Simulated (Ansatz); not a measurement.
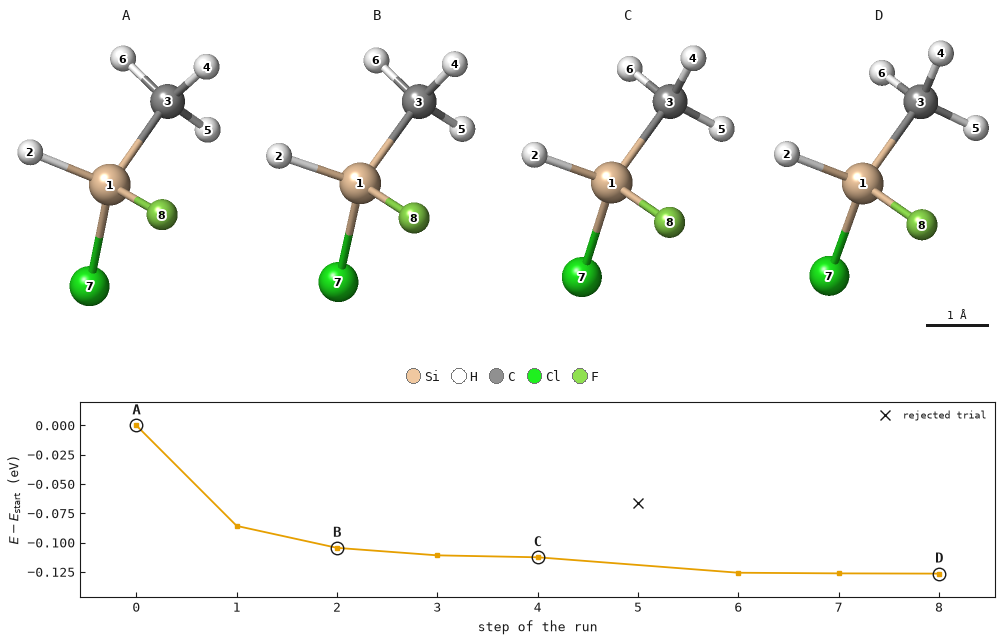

Frames of a relaxation of CH₄ClFSi, marked on the history of the run. A ball-and-stick model, seen from a free direction.

The run prepares the start of a later molecular dynamics calculation, from a guessed geometry.

All numbers below come from RKS PBE0/def2-SVP (Ansatz). Set-up: no spin polarisation; force threshold 0.02 eV/Å; at most 40 steps.

### Describe the path.

The atom that moves furthest after the best rigid fit is H6 (0.39 Å). By element the largest moves are H 0.39 Å, Cl 0.27 Å, F 0.24 Å, Si 0.03 Å, C 0.01 Å. Near-neighbour distances that change, for instance: Si1–Cl7 2.128 → 2.060 Å, Si1–F8 1.589 → 1.621 Å, Si1–H2 1.460 → 1.483 Å, Si1–C3 1.870 → 1.850 Å. Among the angles between lasting bonds that change: H2–Si1–C3 109.4° → 114.4°, H2–Si1–F8 109.5° → 107.3°, Cl7–Si1–F8 109.5° → 107.4°. Groups turn about Si1–C3 by about 30°. After 7 accepted moves (8 points after the start) the energy has fallen by 0.126 eV. Largest force component: 1.7 eV/Å at the start, 0.019 eV/Å at the end. The line search rejected the trial step at point 5 of the run. The forces were under the threshold at step 6, but the run went on from there. Cost: 34 s on 1 thread of Arm Neoverse V1, with other jobs on the host, peak memory 0.16 GiB. From step 0 to 2: H2 moves most (0.09 Å), energy −0.104 eV. From step 2 to 4: H atoms move most (0.22 Å), energy −0.008 eV. From step 4 to 8: H atoms move most (0.10 Å), energy −0.014 eV.
